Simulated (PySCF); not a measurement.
## Electronic structure of C3H8Al2N2 (SMILES C[N]1C=C[N]([AlH2])[AlH]1) in real space

```yaml
atoms:
  - { symbol: C, position_ang: [-2.7093, -0.1001, 0.1028] }
  - { symbol: N, position_ang: [-1.2867, 0.1216, -0.0478] }
  - { symbol: C, position_ang: [-0.4385, -0.8865, 0.4565] }
  - { symbol: C, position_ang: [0.8836, -0.7243, 0.3466] }
  - { symbol: N, position_ang: [1.4108, 0.4730, -0.2794] }
  - { symbol: Al, position_ang: [3.2118, 0.3402, -0.1849] }
  - { symbol: Al, position_ang: [-0.1299, 1.3268, -0.7385] }
  - { symbol: H, position_ang: [-2.9896, -0.1660, 1.1597] }
  - { symbol: H, position_ang: [-3.0221, -1.0234, -0.3966] }
  - { symbol: H, position_ang: [-3.2469, 0.7347, -0.3459] }
  - { symbol: H, position_ang: [-0.8878, -1.7539, 0.9181] }
  - { symbol: H, position_ang: [1.5942, -1.4669, 0.7006] }
  - { symbol: H, position_ang: [4.0410, 1.3463, 0.6387] }
  - { symbol: H, position_ang: [3.9225, -0.8426, -0.8763] }
  - { symbol: H, position_ang: [-0.3576, 2.6290, -1.4755] }
```

Geometry: GFN2-xTB.

Theory: PySCF 2.14.0, PBE0/pcSseg-1, SCF density, gas phase, non-relativistic.

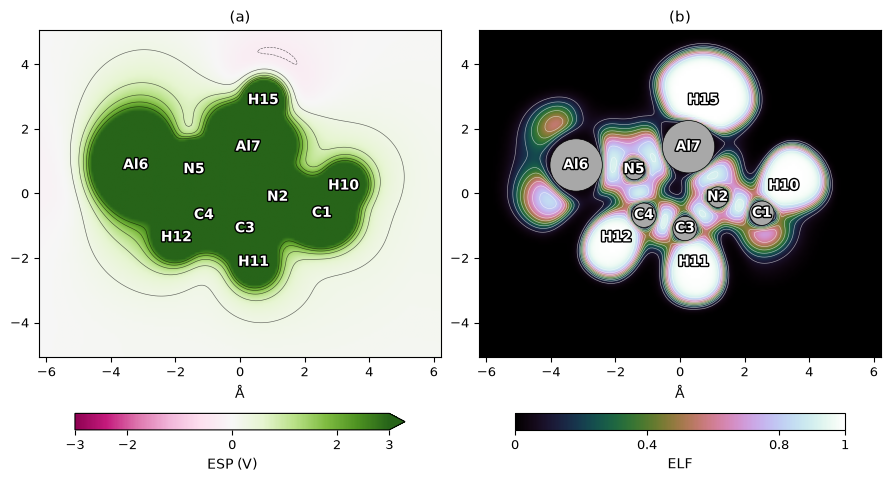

Figure 1. (a) molecular electrostatic potential; (b) electron localisation function on the plane of atoms C1, N2 and Al7. Grey discs cover the atomic cores in the ELF map.

### Interpret the plot.

The section cuts through C, N, Al and H sites. C–C (1.34 Å): the ELF peaks at about 0.95 between the atoms: a short, multiple covalent bond. C–N (1.41 Å): the ELF peaks at about 0.90 between the atoms: localised, covalent bonding. Al–N (1.81 Å): the ELF peaks at about 0.90 in the valence shell of N, 0.7 Å from its nucleus, and is about 0.65 at the midpoint. C–H (1.08 Å): the ELF climbs to about 1 towards the hydrogen, as it does in any bond to H: an ordinary covalent bond to hydrogen. Al–H (1.51 Å): the ELF climbs to about 1 towards the hydrogen. The potential has no marked negative region in this plane.

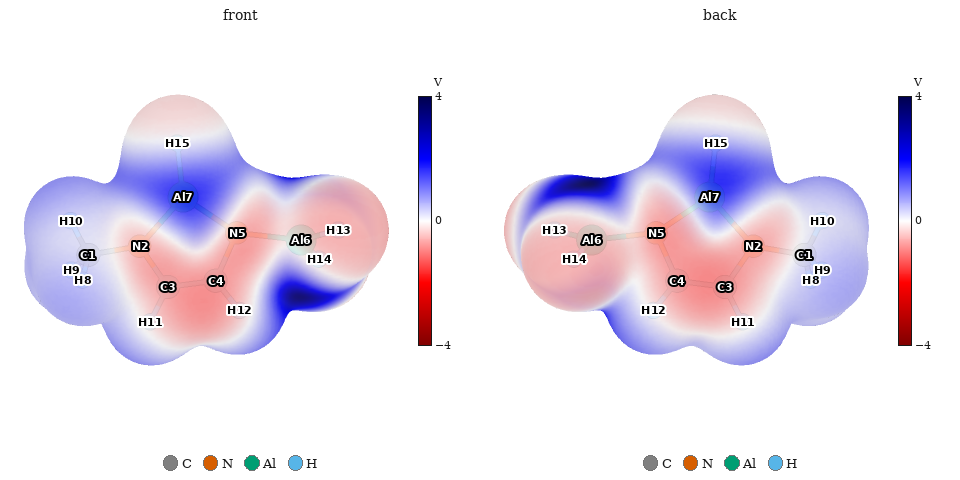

Figure 2. The molecular electrostatic potential painted on the density surface at 0.002 e/bohr³, seen from the front and from behind; red is negative and blue positive.

### Where is the surface potential most negative and most positive?

The most negative region (about −0.9 V) lies over the π face of C3 and C4, the most positive (about +3.4 V) over Al6.

### What dipole moment does the calculation give?

Its dipole moment is 1.25 D.
